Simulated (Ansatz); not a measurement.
**OSi: interaction energy of a dimer with the counterpoise correction in Python**

How strongly do two molecules of OSi bind, and how much of that is basis error? Aim: the interaction energy of a dimer with the counterpoise correction, for OSi, run from a script. SMILES: O=[Si].

Program: Ansatz 0.2.0 through its Python package. Level of theory: Hartree-Fock/def2-SVPD. These are calculated values, not measurements.

### 1 Starting point

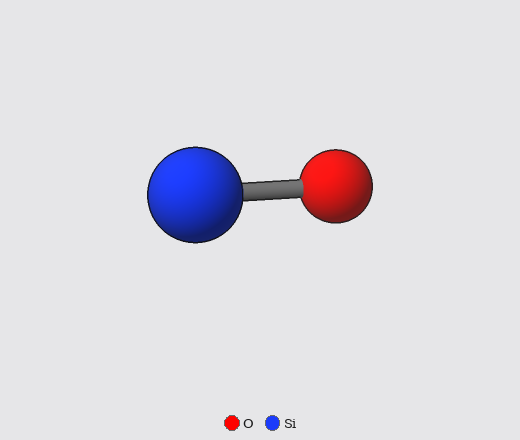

The starting structure, viewed from a chosen angle; oxygen red, silicon blue.

No structure file is read: the coordinates are typed or built in the script.

### 2 The script

osi.py reads:

```python
"""Binding of a OSi dimer at a trial geometry."""

import ansatz as az

FIRST = [
    ("O", (-0.6519, 0.2355, -0.3296)),
    ("Si", (0.6519, -0.2355, 0.3296)),
]
SECOND = [
    ("O", (-0.7545, -5.0929, 2.1733)),
    ("Si", (-1.2651, -3.7268, 1.6944)),
]

def energy(atoms, ghosts=()):
    molecule = az.Crystal.molecule()
    for symbol, xyz in atoms:
        molecule = molecule.atom(symbol, xyz)
    calc = (
        molecule.calculation()
        .basis(gaussian="def2-SVPD")
        .functional("hf")
    )
    deck = calc.input()
    if ghosts:
        deck = deck.set(az.key.basis.gaussian.ghost_atoms, [{"symbol": s, "position_ang": list(xyz)} for s, xyz in ghosts])
    return az.Session.from_dict(deck).plan().execute().report["free_energy_ev"]


def main() -> None:
    # ghost atoms carry the functions of the partner
    both = energy(FIRST + SECOND)
    alone = energy(FIRST) + energy(SECOND)
    ghosted = energy(FIRST, SECOND) + energy(SECOND, FIRST)
    print(f"dimer {both:.6f} eV")
    print(f"interaction, uncorrected   {96.485332 * (both - alone):8.3f} kJ/mol")
    print(f"interaction, counterpoise  {96.485332 * (both - ghosted):8.3f} kJ/mol")
    print(f"basis-set superposition    {96.485332 * (alone - ghosted):8.3f} kJ/mol")


if __name__ == "__main__":
    main()
```

### 3 What the engine is handed

The engine receives this input (first run):

```yaml
crystal:
  periodic: [false, false, false]
  atoms:
    - { symbol: O, position_ang: [-0.6519, 0.2355, -0.3296] }
    - { symbol: Si, position_ang: [0.6519, -0.2355, 0.3296] }
    - { symbol: O, position_ang: [-0.7545, -5.0929, 2.1733] }
    - { symbol: Si, position_ang: [-1.2651, -3.7268, 1.6944] }
basis:
  gaussian:
    orbitals: def2-SVPD
hamiltonian:
  xc: hf
```

### 4 Launch

Started as:

```sh
python osi.py
```

Log:

```text
dimer -19790.465183 eV
interaction, uncorrected      3.573 kJ/mol
interaction, counterpoise     4.637 kJ/mol
basis-set superposition       1.064 kJ/mol
```

Wall time 2.1 s (1 thread of Arm Neoverse V2, shared host); peak memory 0.21 GiB.

### 5 What changed from run to run

The engine's inputs for some of the other runs:

Run 3, against run 1:

```diff
@@ -4,2 +3,0 @@
-    - { symbol: O, position_ang: [-0.6519, 0.2355, -0.3296] }
-    - { symbol: Si, position_ang: [0.6519, -0.2355, 0.3296] }
```

Run 4, against run 1:

```diff
@@ -6,2 +5,0 @@
-    - { symbol: O, position_ang: [-0.7545, -5.0929, 2.1733] }
-    - { symbol: Si, position_ang: [-1.2651, -3.7268, 1.6944] }
@@ -10,0 +9,3 @@
+    ghost_atoms:
+      - { symbol: O, position_ang: [-0.7545, -5.0929, 2.1733] }
+      - { symbol: Si, position_ang: [-1.2651, -3.7268, 1.6944] }
```

Run 5, against run 1:

```diff
@@ -4,2 +3,0 @@
-    - { symbol: O, position_ang: [-0.6519, 0.2355, -0.3296] }
-    - { symbol: Si, position_ang: [0.6519, -0.2355, 0.3296] }
@@ -10,0 +9,3 @@
+    ghost_atoms:
+      - { symbol: O, position_ang: [-0.6519, 0.2355, -0.3296] }
+      - { symbol: Si, position_ang: [0.6519, -0.2355, 0.3296] }
```

### 6 What each run gave

The 5 runs, in the order started:

```
run  system  ghost atoms  energy (eV)  SCF cycles  CPU time (s)
  1   O2Si2      not set  -19790.4652          12          0.67
  2     OSi      not set   -9895.2511          12          0.09
  3     OSi      not set   -9895.2511          12          0.09
  4     OSi  a list of 2   -9895.2561          11          0.41
  5     OSi  a list of 2   -9895.2571          11          0.41
```

Totals carry meaning only in balanced differences at one level of theory.

### 7 Results

```
                        quantity         value
 interaction energy, uncorrected  3.573 kJ/mol
interaction energy, counterpoise  4.637 kJ/mol
                   runs compared             5
```

In words: The pair is unbound at this geometry and level. Uncorrected it is 3.573 kJ/mol, with the counterpoise correction 4.637 kJ/mol; the difference, 1.06 kJ/mol, is the superposition error. The pose is repulsive. Notes:
- The dimer is a generated trial pose of unrelaxed monomers, not a minimum, so the figure is no binding energy, and the basis set is small.
- This level lacks the dispersion part of the attraction (electrostatics and induction are there), which can decide the sign where the interaction is weak.
